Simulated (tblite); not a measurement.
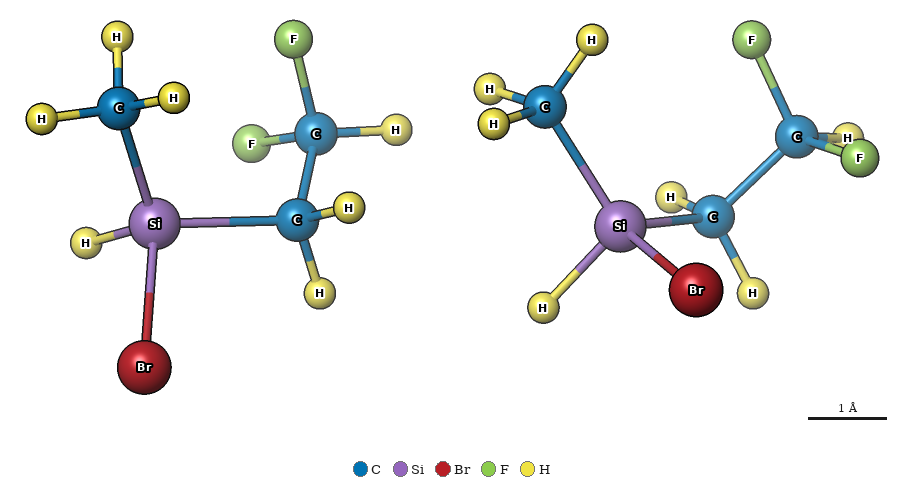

Two geometries of C₃H₇BrF₂Si, drawn at one scale. One is the start of a relaxation, the other its converged end. A ball-and-stick model, seen at a tilt.

The calculation used tblite, GFN2-xTB geometry optimisation, gas phase. 

Q: Which of the two is the end point?

A: The left one is the relaxed one. Over 161 geometry steps the energy falls by 10.6 kcal/mol. An F atom moves most after the best rigid fit: 2.41 Å. Largest moves by element: F 2.41 Å, H 2.10 Å, Br 1.84 Å, C 0.77 Å, Si 0.31 Å. Among the contacts that change: C–Si 1.846 → 1.910 Å, C–Si 1.849 → 1.889 Å, C–H 1.128 → 1.090 Å, C–F 1.396 → 1.359 Å. Bond angles that change, for instance: C–Si–H 106.5° → 115.5°, Br–Si–C 112.3° → 103.8°, C–C–H 107.9° → 114.4°. Groups turn about C–Si by about 120°.
